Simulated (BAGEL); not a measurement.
**CH4OZn (SMILES [CH3][Zn][OH]): HF/6-31G(d) (density fitting with qzvpp-jkfit, spherical functions)**

Aim: the vertical ionisation energy of CH4OZn at HF/6-31G* (density fitting with qzvpp-jkfit, spherical functions), from 2 runs. 

The calculation is run with BAGEL 1.2.2.

## 1. The structure to begin with

CH4OZn: 7 atoms, total charge 0, spin state singlet. As SMILES, `[CH3][Zn][OH]`. The shape is that of a PBE0-D4/def2-TZVP optimisation.

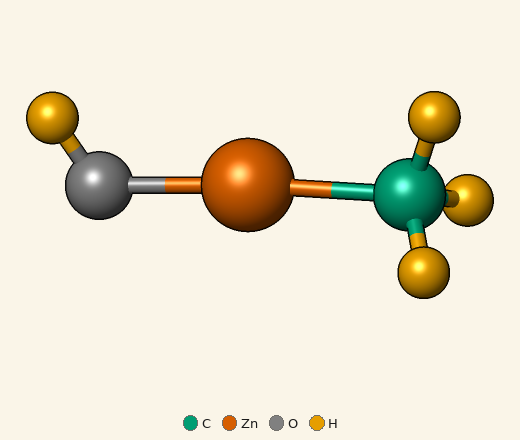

Viewed from a chosen angle; carbon teal, zinc orange, oxygen grey, hydrogen amber.

## 2. A single-point energy at HF/6-31G(d) (density fitting with qzvpp-jkfit, spherical functions)

The input, input.json:

```json
{ "bagel": [

{
  "title": "molecule",
  "basis": "6-31gs.json",
  "df_basis": "qzvpp-jkfit",
  "angstrom": true,
  "geometry": [
    { "atom": "C", "xyz": [   -0.984000,    0.656300,   -0.330100 ] },
    { "atom": "Zn", "xyz": [    0.573500,   -0.400800,    0.047300 ] },
    { "atom": "O", "xyz": [    2.028700,   -1.399800,    0.276400 ] },
    { "atom": "H", "xyz": [   -1.755800,    0.047700,   -0.805700 ] },
    { "atom": "H", "xyz": [   -0.734800,    1.481900,   -0.999900 ] },
    { "atom": "H", "xyz": [   -1.397000,    1.075000,    0.590000 ] },
    { "atom": "H", "xyz": [    2.330400,   -1.528500,    1.176300 ] }
  ]
},
{
  "title": "hf"
},
{
  "title": "print",
  "file": "orbitals.molden",
  "orbitals": true
}

]}
```

The basis set 6-31G* is read from a file made from the Basis Set Exchange's data (not shown).

Launch:

```
$ BAGEL_NUM_THREADS=1 BAGEL input.json > input.out
```

The program printed:

```text
* using 1 threads per process

  ===============================================================
  ===============================================================

  *** Geometry ***

  { "atom" : "C", "xyz" : [     -1.859491,      1.240227,     -0.623799 ] },
  { "atom" : "Zn", "xyz" : [      1.083758,     -0.757402,      0.089384 ] },
  { "atom" : "O", "xyz" : [      3.833687,     -2.645239,      0.522320 ] },
  { "atom" : "H", "xyz" : [     -3.317981,      0.090140,     -1.522552 ] },
  { "atom" : "H", "xyz" : [     -1.388571,      2.800385,     -1.889537 ] },
  { "atom" : "H", "xyz" : [     -2.639947,      2.031456,      1.114938 ] },
  { "atom" : "H", "xyz" : [      4.403818,     -2.888446,      2.222885 ] },

  Number of auxiliary basis functions:      488

  Since a DF basis is specified, we compute 2- and 3-index integrals:
    o Being stored without compression. Storage requirement is 0.019 GB

  Number of basis functions:       70
  Number of electrons      :       48

    * METHOD: MOLECULE                             0.21

  *** RHF ***

  === Nuclear Repulsion ===
   171.5615288953

      * DIIS with orbital gradients will be used.

  === RHF iteration (6-31gs.json) ===
      0      -1892.33109750          0.02378958           0.06
      1      -1892.44629071          0.01721701           0.05
      2      -1892.54805269          0.00164981           0.06
      3      -1892.54939499          0.00064568           0.05
      4      -1892.54960143          0.00013589           0.05
      5      -1892.54961623          0.00005965           0.05
      6      -1892.54961851          0.00002755           0.05
      7      -1892.54961916          0.00000352           0.05
      8      -1892.54961917          0.00000125           0.05
      9      -1892.54961917          0.00000064           0.06
     10      -1892.54961917          0.00000016           0.05
     11      -1892.54961917          0.00000007           0.06
     12      -1892.54961917          0.00000002           0.05
     13      -1892.54961917          0.00000001           0.06
    * SCF iteration converged.

    * Permanent dipole moment:
           (    0.439722,    -0.358624,    -0.546252) a.u.

    * METHOD: HF                                   0.94

    * METHOD: PRINT                                0.01

  ===============================================================
```

It took 1.3 s on 1 thread of Arm Neoverse V2, shared host; peak memory 0.1 GiB.

## 3. The doublet cation

The input, calc.json:

```json
{ "bagel" : [

{
  "title" : "molecule",
  "basis" : "6-31gs.json",
  "df_basis" : "qzvpp-jkfit",
  "angstrom" : "true",
  "geometry" : [
    { "atom" : "C", "xyz" : [      -0.984000,       0.656300,      -0.330100 ] },
    { "atom" : "Zn", "xyz" : [       0.573500,      -0.400800,       0.047300 ] },
    { "atom" : "O", "xyz" : [       2.028700,      -1.399800,       0.276400 ] },
    { "atom" : "H", "xyz" : [      -1.755800,       0.047700,      -0.805700 ] },
    { "atom" : "H", "xyz" : [      -0.734800,       1.481900,      -0.999900 ] },
    { "atom" : "H", "xyz" : [      -1.397000,       1.075000,       0.590000 ] },
    { "atom" : "H", "xyz" : [       2.330400,      -1.528500,       1.176300 ] }
  ]
},

{
  "title" : "uhf",
  "charge" : 1,
  "nopen" : 1
},

{
  "title" : "print",
  "file" : "orbitals.molden",
  "orbitals" : "true"
}

]}
```

The basis set 6-31G* is read from a file made from the Basis Set Exchange's data (not shown).

Launch:

```
$ BAGEL_NUM_THREADS=1 BAGEL calc.json > calc.out
```

The program printed:

```text
* using 1 threads per process

  ===============================================================
  ===============================================================

  *** Geometry ***

  { "atom" : "C", "xyz" : [     -1.859491,      1.240227,     -0.623799 ] },
  { "atom" : "Zn", "xyz" : [      1.083758,     -0.757402,      0.089384 ] },
  { "atom" : "O", "xyz" : [      3.833687,     -2.645239,      0.522320 ] },
  { "atom" : "H", "xyz" : [     -3.317981,      0.090140,     -1.522552 ] },
  { "atom" : "H", "xyz" : [     -1.388571,      2.800385,     -1.889537 ] },
  { "atom" : "H", "xyz" : [     -2.639947,      2.031456,      1.114938 ] },
  { "atom" : "H", "xyz" : [      4.403818,     -2.888446,      2.222885 ] },

  Number of auxiliary basis functions:      488

  Since a DF basis is specified, we compute 2- and 3-index integrals:
    o Being stored without compression. Storage requirement is 0.019 GB

  Number of basis functions:       70
  Number of electrons      :       48

    * METHOD: MOLECULE                             0.21

  *** Open-shell HF ***

  === Nuclear Repulsion ===
   171.5615288953

      * DIIS with orbital gradients will be used.

  === UHF iteration (6-31gs.json) ===
      0      -1891.98343040          0.04616557           0.11
      1      -1892.02965411          0.04513681           0.11
      2      -1892.09124580          0.03606326           0.11
      3      -1892.20441258          0.00202056           0.11
      4      -1892.20564113          0.00100735           0.11
      5      -1892.20591106          0.00044036           0.11
      6      -1892.20601180          0.00015498           0.10
      7      -1892.20603302          0.00007167           0.11
      8      -1892.20604134          0.00003531           0.10
      9      -1892.20604524          0.00002456           0.10
     10      -1892.20604742          0.00001720           0.10
     11      -1892.20604960          0.00001502           0.10
     12      -1892.20605129          0.00000801           0.11
     13      -1892.20605199          0.00000416           0.10
     14      -1892.20605214          0.00000215           0.11
     15      -1892.20605217          0.00000098           0.10
     16      -1892.20605217          0.00000055           0.10
     17      -1892.20605217          0.00000029           0.10
     18      -1892.20605217          0.00000017           0.11
     19      -1892.20605217          0.00000010           0.10
     20      -1892.20605217          0.00000008           0.11
     21      -1892.20605217          0.00000006           0.10
     22      -1892.20605217          0.00000003           0.11
     23      -1892.20605217          0.00000002           0.10
     24      -1892.20605217          0.00000001           0.11
    * SCF iteration converged.

    * S^2 (UHF) is 0.7625

    * Permanent dipole moment:
           (    2.092162,    -1.480433,    -0.148783) a.u.

    * METHOD: UHF                                  2.80

    * METHOD: PRINT                                0.01

  ===============================================================
```

Wall time 3.3 s (1 thread of Arm Neoverse V2, shared host); peak memory 0.1 GiB.

## 4. What came out

Level: HF/6-31G* (density fitting with qzvpp-jkfit, spherical functions).

```
                                          quantity           value
                      singlet CH4OZn: total energy  -1892.54962 Eh
                     singlet CH4OZn: dipole moment          2.00 D
                       singlet CH4OZn: HOMO energy       -10.80 eV
                       singlet CH4OZn: LUMO energy         2.28 eV
                     singlet CH4OZn: HOMO–LUMO gap        13.08 eV
                      doublet cation: total energy  -1892.20605 Eh
                              doublet cation: ⟨S²⟩           0.762
vertical ionisation energy (to the doublet cation)        9.349 eV
```

**Reading.** Removing an electron at fixed nuclei costs 9.35 eV (902 kJ/mol). −ε(HOMO) before ionisation, 10.80 eV, is 1.45 eV above this ionisation energy.
